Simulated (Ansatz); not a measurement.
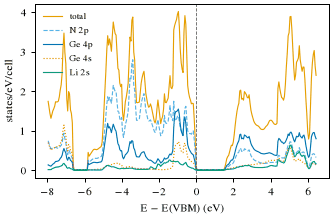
Total and projected density of states of LiGeN in space group P6_3mc (No. 186; Li on 2b, Ge on 2a, N on 2b), plane-wave PAW PBEsol (Ansatz code)

Which orbitals carry the states next to the gap?

Top 1 eV of the valence band: N 2p 43 %, Ge 4p 33 %, Ge 4s 16 %. Bottom 1 eV of the conduction band: Ge 4p 43 %, N 2p 27 %, N 2s 8 %, Ge 4s 6 %, outside the projected shells 11 %. Projections are on Löwdin-orthogonalised atomic valence shells; empty p or d shells of many metals are not among them.

Where is the tallest occupied peak in this window, and what makes it?

Near -1.0 eV, about 4.0 states/eV per cell; the largest projected share is Ge 4p.

The workflow started from a Materials Project entry (that database holds measured and hypothetical structures alike); the Crystallography Open Database copy checked does not list it. Its standing as an ambient phase is unchecked. Symmetry was held in the PBEsol relaxation; its stability against distortions is not shown here. Spin–orbit coupling is left out wherever it is not named.

Potentials: the later of the program's two PAW sets.
